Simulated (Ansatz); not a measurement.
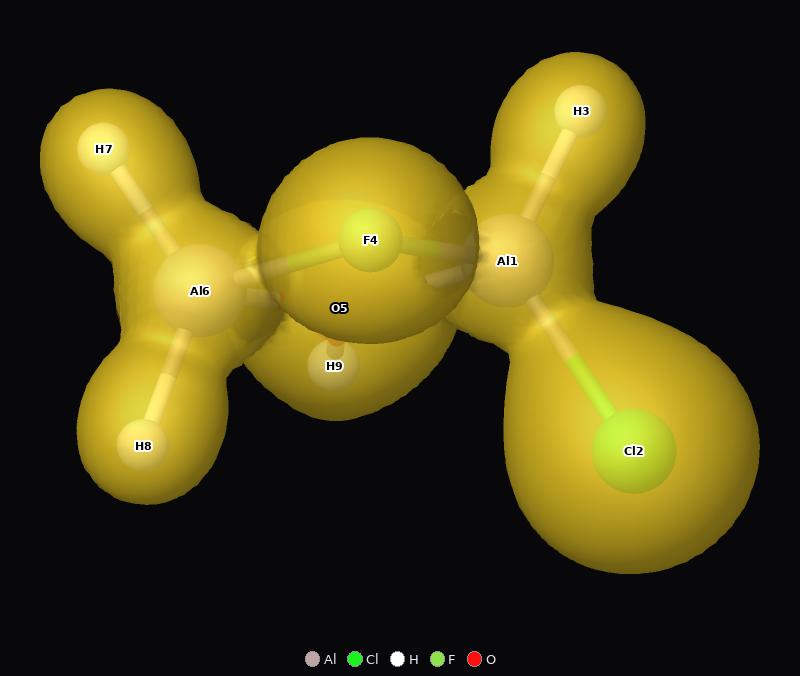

Figure. Al$_{2}$ClFH$_{4}$O. Isosurface of the electron density at 0.3 e/Å³ (yellow), seen across its widest extent.

Computed with Ansatz 0.2.0, RKS B3LYP-D4/def2-SVP.

```csv
atom,x (Å),y (Å),z (Å)
Al,0.2226,-0.3326,0.3314
Cl,-0.8989,0.9205,1.6106
H,1.5681,0.1470,-0.3022
F,-0.8668,-1.1151,-0.9156
O,0.2033,-2.0699,0.9810
Al,-0.9485,-2.8598,-0.2825
H,-0.1696,-3.7899,-1.2876
H,-2.3607,-3.1660,0.3478
H,0.3851,-2.3573,1.8832
```

> What does this surface tell about the bonding?

At this value the surface is in one piece. It bridges the sampled Al–F (1.83 Å), Al–O (1.85 Å), Al–Cl (2.11 Å) and O–H (0.96 Å) contacts, where the density stays above the isovalue. On the grid the lowest density along these lines, outside the cores, is 0.43 e/Å³ (Al–F, 1.83 Å), 0.48 e/Å³ (Al–O, 1.85 Å), 0.48 e/Å³ (Al–Cl, 2.11 Å) and 2.3 e/Å³ (O–H, 0.96 Å).
